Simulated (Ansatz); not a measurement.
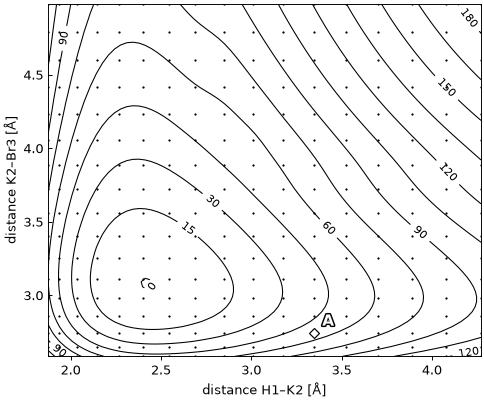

The system H⁻ + KBr. First axis: distance H1–K2. Second axis: distance K2–Br3. Nothing is relaxed (the angle H1–K2–Br3 is fixed at 140 degrees). The scan uses a 17 × 17 grid. Points are written as (first, second). Energies are in kJ/mol, from the lowest grid point. The reference is spin-restricted, so regions where a bond is pulled apart into radicals lie too high. Method: Ansatz, RKS PBE0-D4/def2-SVPD.

In the figure: contour lines labelled in kJ/mol, dots at the grid points, the point A. Between grid points the surface is interpolated.

### Which way does the force act at A, and how strong is it?

A, at (3.347 Å, 2.745 Å), is not a stationary point. The computed force is 56 kJ/mol for each Å towards smaller values of distance H1–K2 and 114 kJ/mol for each Å towards larger values of distance K2–Br3.
